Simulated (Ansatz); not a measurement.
Consider Sr2Be4Ru.

```
Sr Ru Be
1.0
     3.87306    0.00000    0.00000
     0.00000    3.87306    0.00000
     0.00000    0.00000   12.70875
Sr Ru Be
4 2 8
Cartesian
  0.0000 0.0000 4.4964
  1.9365 1.9365 10.8507
  0.0000 0.0000 8.2124
  1.9365 1.9365 1.8580
  0.0000 0.0000 0.0000
  1.9365 1.9365 6.3544
  0.0000 1.9365 0.0000
  1.9365 0.0000 6.3544
  1.9365 0.0000 0.0000
  0.0000 1.9365 6.3544
  0.0000 0.0000 2.0715
  1.9365 1.9365 8.4259
  0.0000 0.0000 10.6372
  1.9365 1.9365 4.2828
```

Space group I4/mmm; built by placing these elements on a known structure type; not relaxed (largest force 1.2 eV/Å); computed pressure about 51 GPa in this cell; computed without spin polarisation.

Theory: Ansatz, DFT, PAW plane waves, r2SCAN.

**Predict the electron localisation function between the atoms.**

Be–Ru (1.94 Å): the ELF is about 0.45 at the midpoint.
Sr–Be (2.42 Å): the ELF is about 0.20 at the midpoint: no localised pair shows between them.
Be–Ru (2.07 Å): the ELF is about 0.40 at the midpoint.
Sr–Be (2.68 Å): the ELF is about 0.10 at the midpoint; no localised pair shows between them.

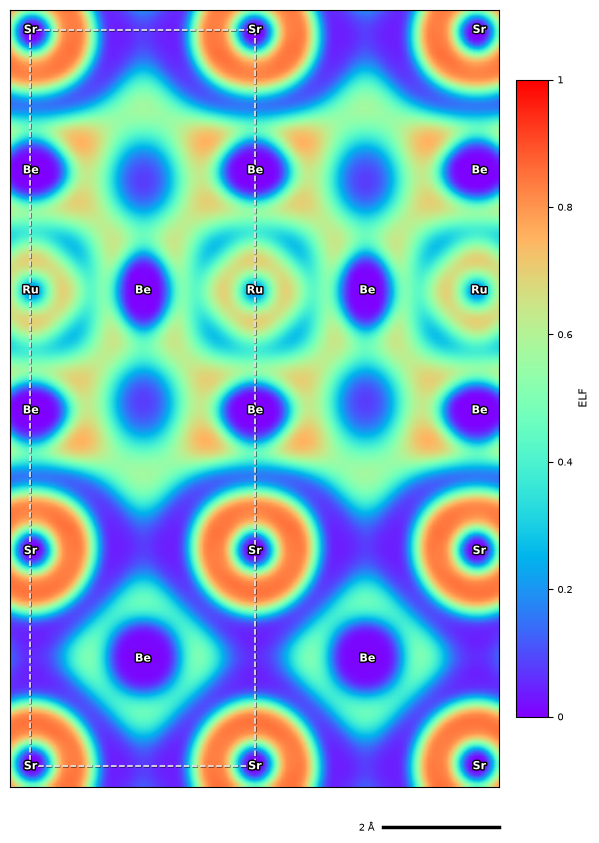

Computed electron localisation function on the (010) plane of the conventional cell. 

In a PAW calculation such maps are meaningful between the atoms, not at the nuclei.
